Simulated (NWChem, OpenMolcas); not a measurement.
How basis sets differ on C2H3F3 (SMILES CC(F)(F)F)

The species is C2H3F3 (8 atoms), meant as a singlet with charge 0. As SMILES, `CC(F)(F)F`. The shape is that of a PBE0-D4/def2-TZVP optimisation.

```xyz
8

C    -0.6154   -0.1415    0.4715
C     0.5576    0.1099   -0.4237
F     1.6928   -0.3820    0.0939
F     0.3952   -0.4582   -1.6277
F     0.7542    1.4203   -0.6299
H    -0.4416    0.3358    1.4349
H    -0.7380   -1.2146    0.6112
H    -1.5126    0.2731    0.0140
```

Each level gives the dipole moment (D). The values are calculated.

**The experiment to reproduce.** NIST CCCBDB gives the dipole moment of the gas as 2.32 D.

| level | kind | program | value (D) | computed − measured | CPU time |
| --- | --- | --- | --- | --- | --- |
| PBE0/cc-pVDZ | global hybrid | OpenMolcas | 2.15 | -0.17 | 32 s |
| PBE0/def2-SVP | global hybrid | NWChem | 2.21 | -0.11 | 24 s |
| PBE0/def2-SVPD | global hybrid | NWChem | 2.36 | +0.04 | 21 s |
| PBE0/def2-TZVP | global hybrid | NWChem | 2.28 | -0.04 | 44 s |

Nearest: PBE0/def2-SVPD (+0.04 D), PBE0/def2-TZVP (-0.04 D); farthest: PBE0/cc-pVDZ (-0.17 D). The measured dipole is a vibrational average, so differences of a few hundredths of a debye mean little. CPU times are rough (shared hosts, several kinds of processor): they show what a rung costs within a factor of a few.

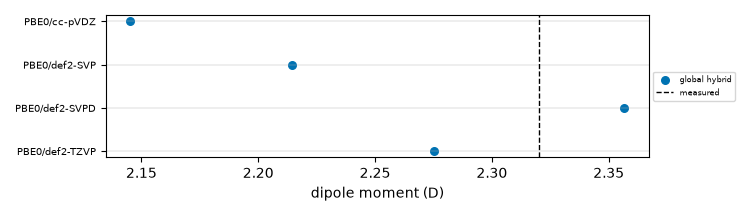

The values of the table, level by level.
